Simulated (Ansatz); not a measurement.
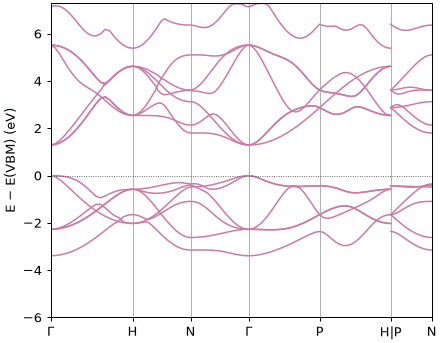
Fig. 1. Band structure from r²SCAN+D4 in the plane-wave PAW code Ansatz

Task: Read off the gap and where the band edges lie.

Result: About 1.3 eV (1.29 eV by a search for the band edges); maximum at Γ, minimum at Γ.

The material is Sb in space group I-43m (No. 217; Sb on 8c).

The start of the workflow was typed in or built on a structure type; neither database checked (COD, Materials Project) lists it. It is not the phase usual at ambient conditions (space group No. 166). Symmetry was held in the r²SCAN+D4 relaxation; whether a distortion lowers the energy is not shown. The volume moved by 16 % from the start of the relaxation. Spin–orbit coupling is left out wherever it is not named.

Potentials: the earlier of the program's two PAW sets.
